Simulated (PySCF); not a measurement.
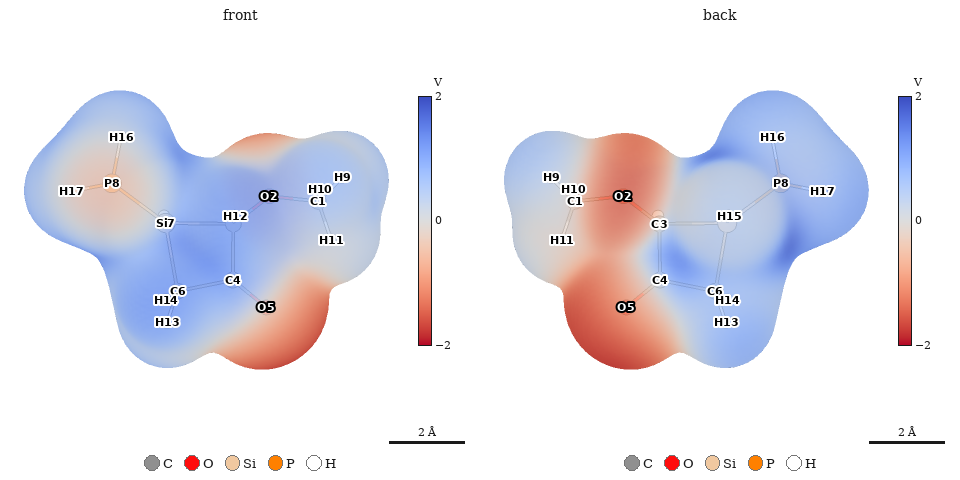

The picture shows: C$_{4}$H$_{9}$O$_{2}$PSi. The molecular electrostatic potential painted on the density surface at 0.002 e/bohr³, seen from the front and from behind; the colour scale runs from red (negative) to blue (positive).

Geometry: GFN2-xTB.

Computed with B3LYP/def2-SVPD, SCF density, gas phase in PySCF 2.14.0.

The calculation's input:

```
{"job": {"kind": "uv", "xc": "B3LYP", "basis": "def2-SVPD", "nstates": 8, "ntriplets": 3}, "charge": 0, "multiplicity": 1}
C     -2.688408    -0.809820     0.147289
O     -1.314330    -1.114814     0.035160
C     -0.464740    -0.062001     0.399387
C     -0.342691     1.114356    -0.555152
O     -1.133029     1.526503    -1.358260
C      1.117817     1.483509    -0.402561
Si     1.441692    -0.304947     0.214038
P      2.543166    -0.417668     2.157388
H     -3.226130    -1.713327    -0.133320
H     -2.943097    -0.536465     1.179363
H     -2.970473     0.007095    -0.521335
H     -0.721545     0.319771     1.402549
H      1.551852     1.883913    -1.314752
H      1.245102     2.228508     0.382051
H      1.755282    -1.224016    -0.882723
H      2.356393    -1.780675     2.318043
H      3.786140    -0.587891     1.572386
```

Launched as:

```sh
OMP_NUM_THREADS=1 python probes_run.py task.json out
```

Question: Describe the electrostatic potential map.

Answer: The most negative region (about −1.7 V) lies over O5, the most positive (about +1.4 V) over Si7. O5 is the likeliest acceptor of a hydrogen bond.

Question: What dipole moment does the calculation give?

Answer: Its dipole moment is 2.91 D.
